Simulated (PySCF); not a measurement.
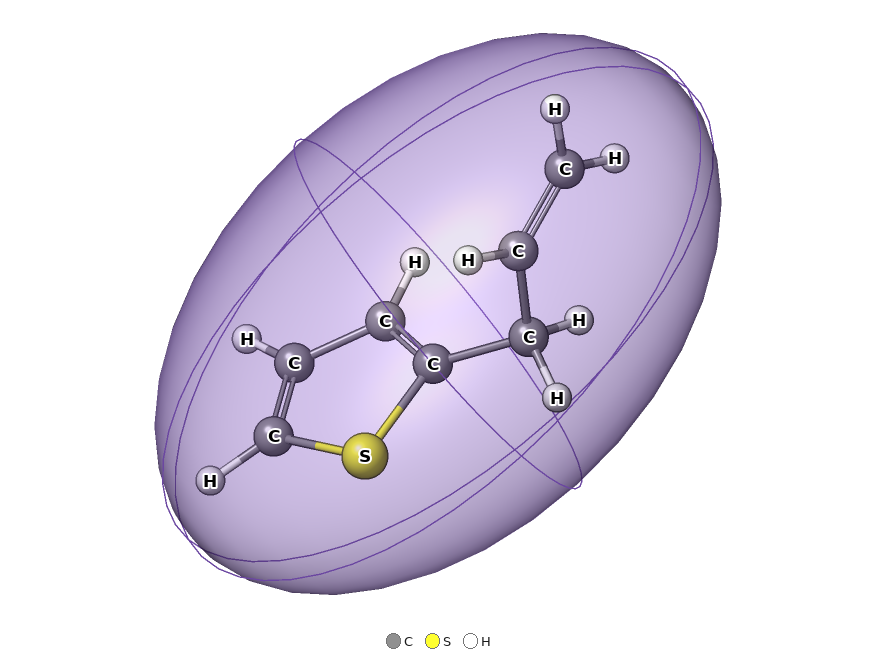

The ellipsoid shows the static dipole polarisability: its half-axes are proportional to the principal values. The computed structure is the end point of a GFN2-xTB optimisation. No frequency run is at hand to confirm it as a minimum. Computed with ωB97X-D/def2-SVPD (PySCF 2.14.0).

Give the principal values, the mean and the anisotropy.

Principal values 71.2, 97.9, 125.1 bohr³; mean 98.1 bohr³ (14.53 Å³); anisotropy 46.7 bohr³, so the longest axis is 1.76 times the shortest.
